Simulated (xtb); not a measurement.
# B$_{2}$NH$_{5}$: geometry relaxation (part 3 of 3)

B$_{2}$NH$_{5}$; GFN2-xTB (xtb 6.7.1). The geometry comes from this level: PBE0-D4/def2-TZVP.

Geometry of the input (Å):
```
B  -0.8282  0.6549  -0.6933
N  0.2600  0.3777  0.1708
B  0.6952  -0.9109  0.5677
H  -1.4494  -0.2614  -1.1401
H  -1.0978  1.7912  -0.9541
H  0.7710  1.1695  0.5365
H  1.6316  -1.0142  1.3056
H  0.1097  -1.8641  0.1509
```

## The program's output, continued
```
         #    Occupation            Energy/Eh            Energy/eV
      -------------------------------------------------------------
         1        2.0000           -0.5968563             -16.2413
         2        2.0000           -0.5253028             -14.2942
         3        2.0000           -0.5177364             -14.0883
         4        2.0000           -0.4722751             -12.8513
         5        2.0000           -0.4460026             -12.1363
         6        2.0000           -0.4429661             -12.0537
         7        2.0000           -0.4143377             -11.2747
         8        2.0000           -0.4135729             -11.2539 (HOMO)
         9                         -0.2487347              -6.7684 (LUMO)
        10                         -0.1652592              -4.4969
        11                          0.0942894               2.5657
        12                          0.2457528               6.6873
        13                          0.3394379               9.2366
        14                          0.3396551               9.2425
        15                          0.3741884              10.1822
        16                          0.4782623              13.0142
        17                          0.5098178              13.8728
      -------------------------------------------------------------
                  HL-Gap            0.1648382 Eh            4.4855 eV
             Fermi-level           -0.3311538 Eh           -9.0112 eV

     #   Z          covCN         q      C6AA      α(0)
     1   5          2.724     0.250    17.673     7.044
     2   7          2.540    -0.261    26.811     7.690
     3   5          2.724     0.250    17.673     7.044
     4   1          0.940    -0.093     5.305     3.601
     5   1          0.938    -0.108     5.843     3.779
     6   1          0.860     0.162     1.324     1.803
     7   1          0.938    -0.108     5.843     3.779
     8   1          0.940    -0.093     5.305     3.601

 Mol. C6AA /au·bohr⁶  :        582.393856
 Mol. C8AA /au·bohr⁸  :      12994.430877
 Mol. α(0) /au        :         38.341288

Wiberg/Mayer (AO) data.
largest (>0.10) Wiberg bond orders for each atom

 ---------------------------------------------------------------------------
     #   Z sym  total        # sym  WBO       # sym  WBO       # sym  WBO
 ---------------------------------------------------------------------------
     1   5      3.315 --     2      1.290     4      0.976     5      0.974
     2   7      3.540 --     1      1.290     3      1.290     6      0.950
     3   5      3.315 --     2      1.290     8      0.976     7      0.974
     4   1      0.991 --     1      0.976
     5   1      0.988 --     1      0.974
     6   1      0.974 --     2      0.950
     7   1      0.988 --     3      0.974
     8   1      0.991 --     3      0.976
 ---------------------------------------------------------------------------

Topologies differ in total number of bonds
Writing topology from bond orders to xtbtopo.mol

molecular dipole:
                 x           y           z       tot (Debye)
 q only:        0.166       0.257       0.119
   full:        0.288       0.445       0.206       1.446
molecular quadrupole (traceless):
                xx          xy          yy          xz          yz          zz
 q only:       -0.057       1.047      -0.288      -1.040       0.873       0.345
  q+dip:       -0.319       2.356       0.743      -0.267       1.787      -0.423
   full:       -0.068       1.908      -0.805      -2.317       1.629       0.873

           -------------------------------------------------
          |                Geometry Summary                 |
           -------------------------------------------------

      molecular mass/u    :       40.6684631
   center of mass at/Å    :        0.0472697       0.0482408       0.0185956
  moments of inertia/u·Å² :        0.9475333E+01   0.4844152E+02   0.5791685E+02
rotational constants/cm⁻¹ :        0.1779107E+01   0.3479997E+00   0.2910661E+00

 * 7 selected distances

     #   Z          #   Z                                           value/Å
     1   5          2   7                                         1.4089606
     2   7          3   5                                         1.4089607 (max)
     1   5          4   1                                         1.1683319
     1   5          5   1                                         1.1724999
     2   7          6   1                                         1.0120791 (min)
     3   5          7   1                                         1.1725001
     3   5          8   1                                         1.1683323

 * 3 distinct bonds (by element types)

   Z      Z             #   av. dist./Å        max./Å        min./Å
   1 H    5 B           4     1.1704160     1.1725001     1.1683319
   1 H    7 N           1     1.0120791     1.0120791     1.0120791
   5 B    7 N           2     1.4089606     1.4089607     1.4089606

           -------------------------------------------------
          |               Frequency Printout                |
           -------------------------------------------------
 projected vibrational frequencies (cm⁻¹)
Molecule has the following symmetry elements: (C2) 2*(sigma)
It seems to be the C2v point group
eigval :       -0.00    -0.00    -0.00    -0.00    -0.00     0.00
eigval :      269.70   360.96   371.34   859.68   860.40   868.28
eigval :      871.68   938.19  1068.15  1162.97  1262.90  1273.32
eigval :     1410.47  2615.11  2620.07  2667.17  2675.47  3408.93
 reduced masses (amu)
    1:      1.83    2:      3.87    3:      2.30    4:      4.67    5:      3.35    6:      3.74
    7:      1.52    8:      1.02    9:      2.08   10:      1.43   11:      1.19   12:      1.34
   13:      1.11   14:      1.60   15:      1.72   16:      1.12   17:      1.79   18:      1.28
   19:      3.85   20:      1.06   21:      1.06   22:      1.11   23:      1.11   24:      1.07
 IR intensities (km·mol⁻¹)
    1:      5.43    2:      0.71    3:      3.29    4:      0.12    5:      0.20    6:      0.98
    7:      2.12    8:      0.00    9:      1.00   10:    362.21   11:      1.06   12:      0.00
   13:     28.72   14:     26.72   15:     18.97   16:     12.04   17:     63.46   18:     24.60
   19:    420.88   20:    287.72   21:      6.48   22:      3.61   23:    292.52   24:      4.78
 Raman intensities (Ä⁴*amu⁻¹)
    1:      0.00    2:      0.00    3:      0.00    4:      0.00    5:      0.00    6:      0.00
    7:      0.00    8:      0.00    9:      0.00   10:      0.00   11:      0.00   12:      0.00
   13:      0.00   14:      0.00   15:      0.00   16:      0.00   17:      0.00   18:      0.00
   19:      0.00   20:      0.00   21:      0.00   22:      0.00   23:      0.00   24:      0.00
 output can be read by thermo (or use thermo option).
 writing <g98.out> molden fake output.
 recommended (thermochemical) frequency scaling factor: 1.0
           -------------------------------------------------
          |             Thermodynamic Functions             |
           -------------------------------------------------

c2v symmetry found (for desy threshold:  0.10E+00) used in thermo

          ...................................................
          :                      SETUP                      :
          :.................................................:
          :  # frequencies                          18      :
          :  # imaginary freq.                       0      :
          :  linear?                             false      :
          :  only rotor calc.                    false      :
          :  symmetry                              c2v      :
          :  rotational number                       2      :
          :  scaling factor                  1.0000000      :
          :  rotor cutoff                   50.0000000 cm⁻¹ :
          :  imag. cutoff                  -20.0000000 cm⁻¹ :
          :.................................................:

    mode    ω/cm⁻¹     T·S(HO)/kcal·mol⁻¹    T·S(FR)/kcal·mol⁻¹   T·S(vib)
   ------------------------------------------------------------------------
       1    269.70    -0.47648 ( 99.88%)    -0.55682 (  0.12%)    -0.47657
   ------------------------------------------------------------------------

   temp. (K)  partition function   enthalpy   heat capacity  entropy
                                   cal/mol     cal/K/mol   cal/K/mol   J/K/mol
 298.15  VIB   2.18                  954.185      8.433      4.752
         ROT  0.623E+04              888.727      2.981     20.342
         INT  0.136E+05             1842.913     11.414     25.094
         TR   0.793E+25             1481.212      4.968     37.036
         TOT                        3324.1252    16.3820    62.1304   259.9538

       T/K    H(0)-H(T)+PV         H(T)/Eh          T*S/Eh         G(T)/Eh
   ------------------------------------------------------------------------
    298.15    0.529733E-02    0.635382E-01    0.295202E-01    0.340180E-01
   ------------------------------------------------------------------------

         :::::::::::::::::::::::::::::::::::::::::::::::::::::
         ::                  THERMODYNAMIC                  ::
         :::::::::::::::::::::::::::::::::::::::::::::::::::::
         :: total free energy          -7.953431892809 Eh   ::
         ::.................................................::
         :: total energy               -7.987449911214 Eh   ::
         :: zero point energy           0.058240867776 Eh   ::
         :: G(RRHO) w/o ZPVE           -0.024222849371 Eh   ::
         :: G(RRHO) contrib.            0.034018018405 Eh   ::
         :::::::::::::::::::::::::::::::::::::::::::::::::::::

optimized geometry written to: xtbopt.xyz

           -------------------------------------------------
          | TOTAL ENERGY               -7.987449911214 Eh   |
          | TOTAL ENTHALPY             -7.923911712690 Eh   |
          | TOTAL FREE ENERGY          -7.953431892809 Eh   |
          | GRADIENT NORM               0.000004476119 Eh/α |
          | HOMO-LUMO GAP               4.485476908407 eV   |
           -------------------------------------------------

------------------------------------------------------------------------
------------------------------------------------------------------------
 total:
 *  cpu-time:     0 d,  0 h,  0 min,  0.079 sec
 * ratio c/w:     1.000 speedup
 SCF:
 *  cpu-time:     0 d,  0 h,  0 min,  0.002 sec
 * ratio c/w:     1.000 speedup
 ANC optimizer:
 *  cpu-time:     0 d,  0 h,  0 min,  0.015 sec
 * ratio c/w:     1.000 speedup
 analytical hessian:
 *  cpu-time:     0 d,  0 h,  0 min,  0.054 sec
 * ratio c/w:     1.000 speedup
```

## File vibspectrum
```
$vibrational spectrum
#  mode     symmetry     wave number   IR intensity    selection rules
#                         cm**(-1)      (km*mol⁻¹)        IR
     1                      -0.00         0.00000          -
     2                      -0.00         0.00000          -
     3                      -0.00         0.00000          -
     4                      -0.00         0.00000          -
     5                      -0.00         0.00000          -
     6                       0.00         0.00000          -
     7        a            269.70         2.12176         YES
     8        a            360.96         0.00026         NO
     9        a            371.34         1.00127         YES
    10        a            859.68       362.21022         YES
    11        a            860.40         1.06239         YES
    12        a            868.28         0.00283         NO
    13        a            871.68        28.72344         YES
    14        a            938.19        26.72043         YES
    15        a           1068.15        18.97264         YES
    16        a           1162.97        12.03645         YES
    17        a           1262.90        63.45802         YES
    18        a           1273.32        24.60402         YES
    19        a           1410.47       420.87708         YES
    20        a           2615.11       287.72145         YES
    21        a           2620.07         6.47628         YES
    22        a           2667.17         3.60969         YES
    23        a           2675.47       292.52235         YES
    24        a           3408.93         4.78426         YES
$end
```

## File xtbopt.xyz
```
8
 energy: -7.987449911214 gnorm: 0.000004471323 xtb: 6.7.1 (unknown-commit)
B           -0.83362777071789        0.65837679605119       -0.69782573771782
N            0.24229626538508        0.35038167688934        0.15815093642168
B            0.69897684392759       -0.91695811947909        0.57102194258031
H           -1.46428246179169       -0.21306317748184       -1.15374918822870
H           -1.07447179232781        1.78101336287866       -0.93539037650629
H            0.75397997536956        1.14310643137464        0.52430820141404
H            1.61894404068959       -0.98750443315168        1.29451334060171
H            0.15028440396461       -1.87265311705223        0.18297065995322
```

## Trajectory as extended XYZ (Å, eV, eV/Å), 11 frames, from step=0 to step=10
```
8
Properties=species:S:1:pos:R:3 step=0 energy=-217.31153
B    -0.8282    0.6549   -0.6933
N     0.2600    0.3777    0.1708
B     0.6952   -0.9109    0.5677
H    -1.4494   -0.2614   -1.1401
H    -1.0978    1.7912   -0.9541
H     0.7710    1.1695    0.5365
H     1.6316   -1.0142    1.3056
H     0.1097   -1.8641    0.1509
8
Properties=species:S:1:pos:R:3 step=1 energy=-217.34588
B    -0.8288    0.6541   -0.6941
N     0.2522    0.3656    0.1652
B     0.6946   -0.9120    0.5676
H    -1.4512   -0.2344   -1.1425
H    -1.0870    1.7761   -0.9448
H     0.7634    1.1578    0.5311
H     1.6176   -1.0038    1.2942
H     0.1311   -1.8608    0.1673
8
Properties=species:S:1:pos:R:3 step=2 energy=-217.34907
B    -0.8314    0.6557   -0.6951
N     0.2467    0.3573    0.1614
B     0.6966   -0.9142    0.5685
H    -1.4552   -0.2214   -1.1467
H    -1.0799    1.7745   -0.9396
H     0.7583    1.1498    0.5274
H     1.6150   -0.9957    1.2918
H     0.1419   -1.8634    0.1764
8
Properties=species:S:1:pos:R:3 step=3 energy=-217.34947
B    -0.8314    0.6575   -0.6994
N     0.2435    0.3520    0.1588
B     0.6971   -0.9163    0.5719
H    -1.4628   -0.2150   -1.1508
H    -1.0759    1.7791   -0.9354
H     0.7550    1.1447    0.5251
H     1.6177   -0.9891    1.2933
H     0.1490   -1.8702    0.1804
8
Properties=species:S:1:pos:R:3 step=4 energy=-217.34895
B    -0.8393    0.6601   -0.6941
N     0.2394    0.3463    0.1566
B     0.7036   -0.9189    0.5683
H    -1.4674   -0.2084   -1.1609
H    -1.0696    1.7847   -0.9343
H     0.7515    1.1392    0.5225
H     1.6207   -0.9822    1.2966
H     0.1533   -1.8781    0.1893
8
Properties=species:S:1:pos:R:3 step=5 energy=-217.34951
B    -0.8356    0.6590   -0.6965
N     0.2413    0.3491    0.1577
B     0.7005   -0.9176    0.5702
H    -1.4653   -0.2115   -1.1561
H    -1.0729    1.7823   -0.9352
H     0.7532    1.1418    0.5237
H     1.6196   -0.9858    1.2952
H     0.1513   -1.8745    0.1850
8
Properties=species:S:1:pos:R:3 step=6 energy=-217.34956
B    -0.8324    0.6581   -0.6988
N     0.2429    0.3510    0.1582
B     0.6986   -0.9166    0.5710
H    -1.4638   -0.2139   -1.1524
H    -1.0756    1.7804   -0.9352
H     0.7544    1.1438    0.5246
H     1.6184   -0.9883    1.2945
H     0.1496   -1.8717    0.1821
8
Properties=species:S:1:pos:R:3 step=7 energy=-217.34957
B    -0.8340    0.6584   -0.6973
N     0.2420    0.3505    0.1586
B     0.6982   -0.9169    0.5719
H    -1.4641   -0.2132   -1.1538
H    -1.0741    1.7809   -0.9360
H     0.7541    1.1432    0.5243
H     1.6194   -0.9876    1.2938
H     0.1505   -1.8725    0.1825
8
Properties=species:S:1:pos:R:3 step=8 energy=-217.34957
B    -0.8340    0.6586   -0.6978
N     0.2422    0.3499    0.1577
B     0.6999   -0.9172    0.5702
H    -1.4648   -0.2125   -1.1544
H    -1.0742    1.7815   -0.9349
H     0.7537    1.1426    0.5241
H     1.6188   -0.9869    1.2952
H     0.1505   -1.8733    0.1839
8
Properties=species:S:1:pos:R:3 step=9 energy=-217.34958
B    -0.8335    0.6583   -0.6979
N     0.2423    0.3504    0.1582
B     0.6990   -0.9169    0.5710
H    -1.4643   -0.2131   -1.1537
H    -1.0746    1.7810   -0.9354
H     0.7540    1.1432    0.5243
H     1.6189   -0.9876    1.2945
H     0.1502   -1.8726    0.1829
8
Properties=species:S:1:pos:R:3 step=10 energy=-217.34958
B    -0.8336    0.6584   -0.6978
N     0.2423    0.3504    0.1582
B     0.6990   -0.9170    0.5710
H    -1.4643   -0.2131   -1.1538
H    -1.0745    1.7810   -0.9354
H     0.7540    1.1431    0.5243
H     1.6189   -0.9875    1.2945
H     0.1503   -1.8726    0.1830
```

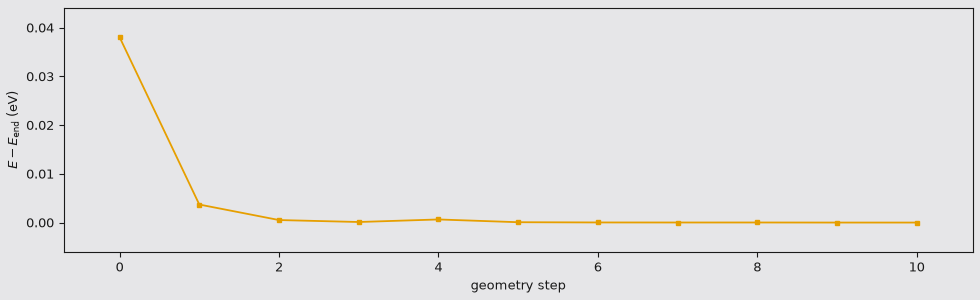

**Figure 1.** Progress of the relaxation, step by step (steps are counted from 0).

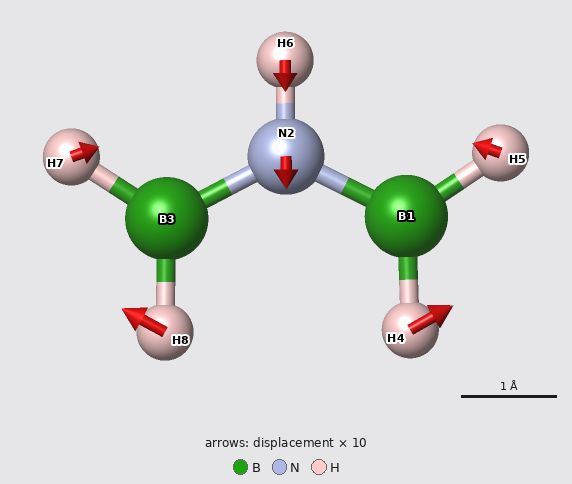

**Figure 2.** The starting structure with the displacements as red arrows, magnified 10 times (ball-and-stick view, seen at a tilt). The two geometries are laid on each other by the best rigid fit. The largest moves after the best rigid fit, 0.052 Å, are those of H4 and H8. By element the largest moves are H 0.052 Å, N 0.035 Å, B 0.008 Å. Among the contacts that change: B1–H4 1.194 → 1.168 Å, B1–H5 1.197 → 1.173 Å, B1–N2 1.417 → 1.409 Å. Among the angles that change: B1–N2–B3 125.8° → 128.5°. Over 10 geometry steps the energy falls by 0.038 eV. (Atoms are counted from 1 in the order of the input.)

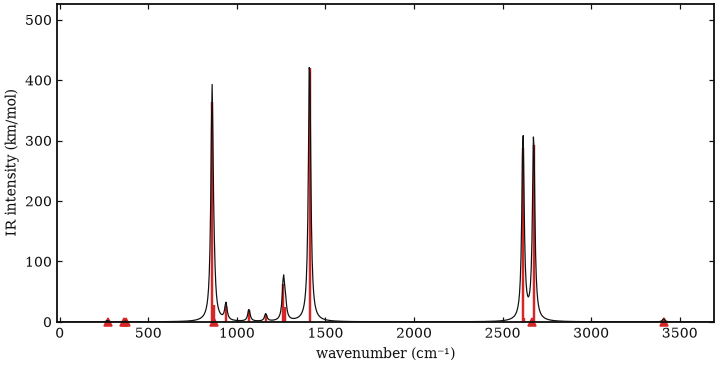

**Figure 3.** Harmonic infrared spectrum, unscaled: sticks (degenerate modes added up, dark ones marked on the axis) with a Lorentzian envelope of 16 cm⁻¹ full width, scaled to the tallest stick. 18 modes from 270 to 3409 cm⁻¹, none imaginary. The strongest line is at 1410 cm⁻¹ (421 km/mol).

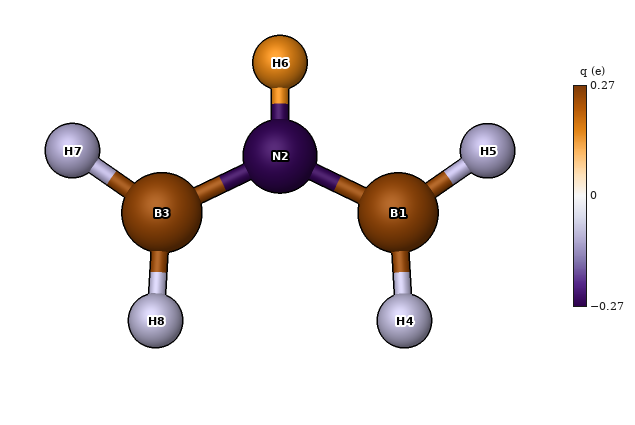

**Figure 4.** Mulliken charges, as the colour of each atom (ball-and-stick view, seen on its broad side; atoms are numbered from 1 in the order of the input). By element: B +0.25, N −0.26 and H −0.11 to +0.16 e.

## Results in brief

- outcome: converged
- electrons treated: 16
- total energy: −7.987450 hartree
- dispersion energy: −0.002826 hartree
- basis functions: 17
- HOMO: −11.25 eV
- LUMO: −6.77 eV
- zero-point energy: 0.058241 hartree
- dipole moment: 1.45 D
- wavenumbers, lowest and highest: 270 and 3409 cm⁻¹
- peak memory: 0.071 GiB
